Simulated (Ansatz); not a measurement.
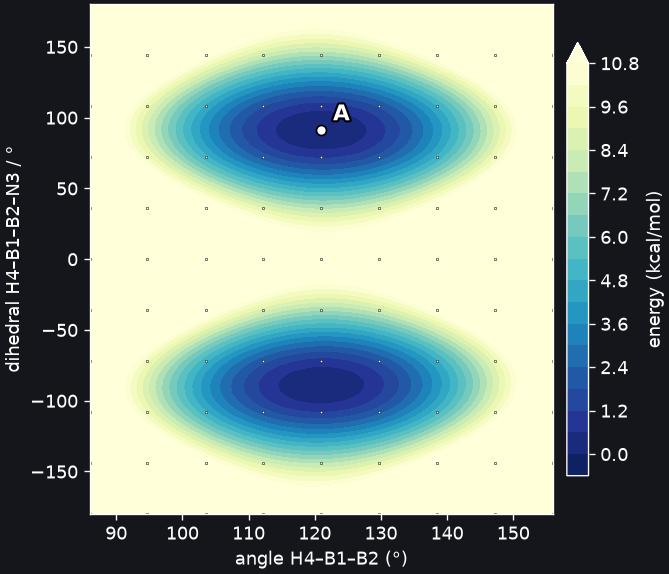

B2H6N, SMILES BB[NH3+], charge +1. The first coordinate is: angle H4–B1–B2; the second: dihedral H4–B1–B2–N3. Nothing is relaxed (all other coordinates rigid). The grid has 9 × 10 points. Points are written as (first, second). All energies are given in kcal/mol relative to the relaxed molecule at the same level. These are results of RKS r2SCAN0-D4/def2-TZVP (Ansatz 0.2.0), not measurements.

The picture shows filled contours, dots at the grid points, one colour for all values above the top of the scale, the well A. Between grid points the surface is interpolated.

Question: Estimate the position of the minimum and the force constants in these coordinates. Take the well at A.

Answer: The interpolated minimum is at angle H4–B1–B2 ≈ 121.0°, dihedral H4–B1–B2–N3 ≈ 91°. The curvatures there are about 3.5 eV/rad² and 0.87 eV/rad², with a cross term of about 0 eV/rad². Round the minimum the two coordinates are nearly uncoupled. (1 eV is 23.1 kcal/mol.)
